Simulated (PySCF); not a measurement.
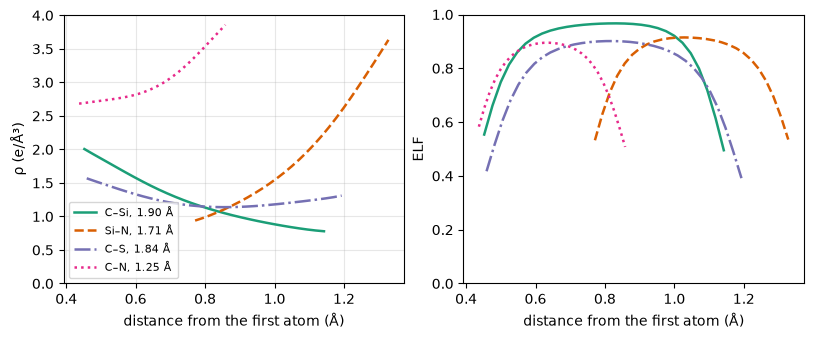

Figure 1: C₂H₈NSSi₂ (doublet). Electron density and electron localisation function along straight lines between neighbouring atoms. The curves leave out the atomic cores.

Geometry: GFN2-xTB.

Computed with UKS B3LYP, pcH-1 on C H N S Si, non-relativistic, mean-field spin-orbit, GIAO in PySCF.

```xyz
14

C    -2.3989    1.4358   -0.4384
N    -2.0390    0.3483    0.0579
Si   -0.6800   -0.2255    0.9300
C     0.2443   -1.2882   -0.3513
S     1.1753   -0.2789   -1.5698
Si    2.9895    0.1309   -0.5409
H    -1.8550    2.3789   -0.3449
H    -3.3242    1.4757   -1.0086
H    -1.2582   -1.0826    1.9594
H     0.2778    0.7312    1.5035
H    -0.4507   -1.8707   -0.9505
H     0.9450   -1.9731    0.1197
H     3.4731   -1.0665    0.1305
H     2.9003    1.2842    0.3410
```

Question: What can be read from the curves?

Answer: C–Si (1.90 Å): ρ is about 0.93 e/Å³ halfway; the ELF peaks at about 0.95 between the atoms: a covalent bond.
Si–N (1.71 Å): the density is about 1.1 e/Å³ at the midpoint; the ELF peaks at about 0.90 between the atoms (a polar covalent bond).
C–S (1.84 Å): the density is about 1.1 e/Å³ at the midpoint; the ELF peaks at about 0.90 between the atoms; localised, covalent bonding.
C–N (1.25 Å): the density is about 2.9 e/Å³ at the midpoint; the ELF peaks at about 0.90 between the atoms; a multiple bond.
